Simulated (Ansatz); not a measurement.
# Calculations on CH7ClSi

### Relaxation

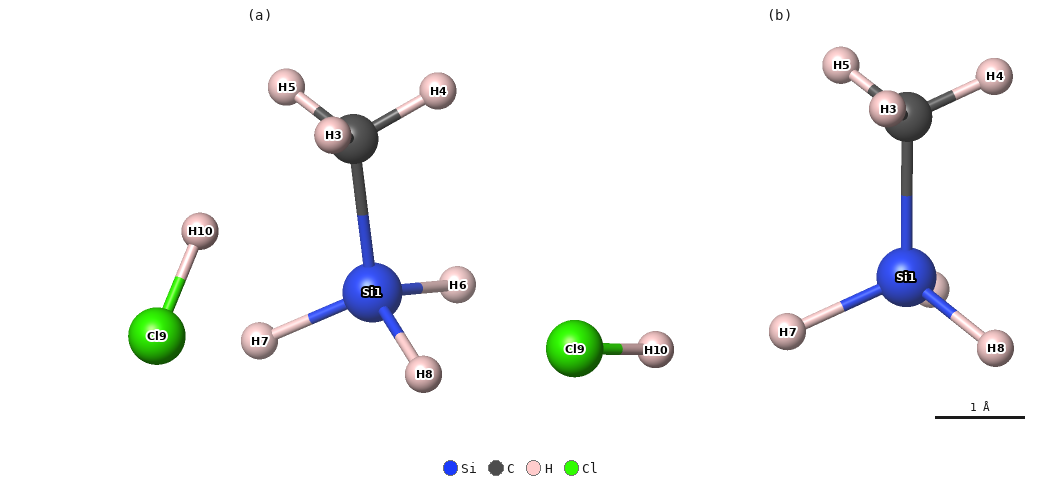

The structure of CH₇ClSi before (left) and after (right) a relaxation, at one scale.

Style: ball-and-stick. Shown from a free direction.

The run prepares an end point of a later path (reaction) calculation, from a guessed geometry.

Computed with RKS B3LYP/6-31G* (Ansatz 0.2.0). Settings: no spin polarisation; force threshold 0.03 eV/Å; at most 50 steps.

Q: Summarise the run.

A: An H atom moves most after the best rigid fit: 1.54 Å. Largest moves by element: H 1.54 Å, Cl 1.19 Å, C 0.47 Å, Si 0.24 Å. Some distances before and after: Cl–H 1.336 → 1.294 Å, H–Si 1.484 → 1.497 Å. Bond angles that change, for instance: Si–C–H 115.5° → 111.1°, C–Si–H 108.0° → 111.7°, H–Si–H 110.5° → 107.2°. Groups turn about C–Si by about 25°. Over 26 accepted moves (31 points after the start) the energy falls by 29.1 kJ/mol. Largest force component: 1.1 eV/Å at the start, 0.012 eV/Å at the end. The line search rejected the trial steps at points 7, 12, 18, 22, 23 of the run. The forces were under the threshold at step 17, but the run went on from there. The run took 78 s on 1 thread of Arm Neoverse V2 (shared host), peak memory 0.14 GiB.

### Relaxation

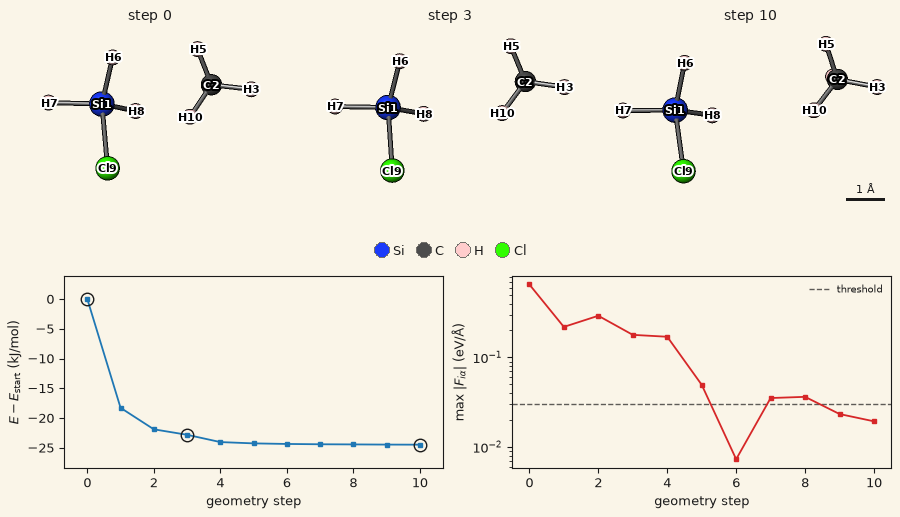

Frames of a relaxation of CH7ClSi, marked on the history of the run. A ball-and-stick model, seen at a tilt.

The run prepares an end point of a later path (reaction) calculation, from a guessed geometry.

Level of theory: RKS B3LYP/6-31G* (Ansatz). Settings: no spin polarisation; force threshold 0.03 eV/Å; at most 50 steps.

### What happens along the run?

Over 10 geometry steps the energy falls by 24.5 kJ/mol. The largest force component goes from 0.65 to 0.019 eV/Å. The atom that moves furthest after the best rigid fit is an H atom (0.80 Å). Largest moves by element: H 0.80 Å, Si 0.75 Å, C 0.73 Å, Cl 0.66 Å. Among the contacts that change: Cl–Si 2.115 → 2.081 Å, H–Si 1.474 → 1.482 Å. Bond angles that change, for instance: H–Si–H 113.3° → 110.5°, H–Si–Cl 106.1° → 108.6°, H–Si–Cl 110.6° → 108.5°. The run took 27 s on 1 thread of Arm Neoverse V2 (shared host), peak memory 0.14 GiB. From step 0 to 3: H and Cl atoms move most (0.42 Å), energy −22.8 kJ/mol. From step 3 to 10: H atoms move most (0.43 Å), energy −1.66 kJ/mol.

| step | E − E(0), kJ/mol | largest force component, eV/Å |
| --- | --- | --- |
| 0 | 0.00 | 0.6530 |
| 1 | -18.28 | 0.2193 |
| 2 | -21.90 | 0.2921 |
| 3 | -22.82 | 0.1788 |
| 4 | -24.04 | 0.1703 |
| 5 | -24.26 | 0.0495 |
| 6 | -24.36 | 0.0073 |
| 7 | -24.41 | 0.0352 |
| 8 | -24.44 | 0.0363 |
| 9 | -24.47 | 0.0233 |
| 10 | -24.48 | 0.0193 |

Limits of the set-up: the start holds two separate molecules, 2.3 Å apart at their closest, whose relative position is a soft coordinate and is computed without a dispersion correction.

### Path

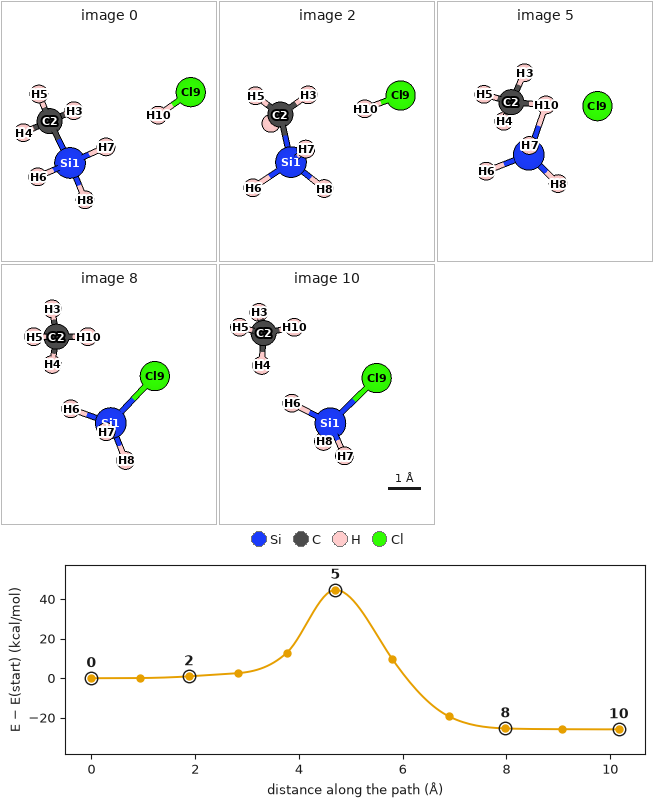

A nudged-elastic-band calculation for CH7ClSi. Images are numbered from 0 (start) to 10 (end). A ball-and-stick model, seen at a tilt.

Theory: RKS B3LYP/6-31G* (Ansatz). Set-up: 9 movable images; climbing image; force threshold 0.05 eV/Å; iteration limit 60; starting path through a guess of the saddle point.

**Describe the mechanism and the energy profile.**

Breaking: Cl9–H10 (1.29 → 1.82 at the top → 3.83 Å), Si1–C2 (1.88 → 2.17 at the top → 4.58 Å). Forming: C2–H10 (3.98 → 1.24 at the top → 1.09 Å), Si1–Cl9 (4.53 → 2.70 at the top → 2.08 Å). The energy climbs by 44.7 kcal/mol to image 5 and then falls by 70.5 kcal/mol, so the end point sits at −25.8 kcal/mol. The band is converged. At the top, the vibrational analysis gives one imaginary mode (601i cm⁻¹), as a transition state must have.
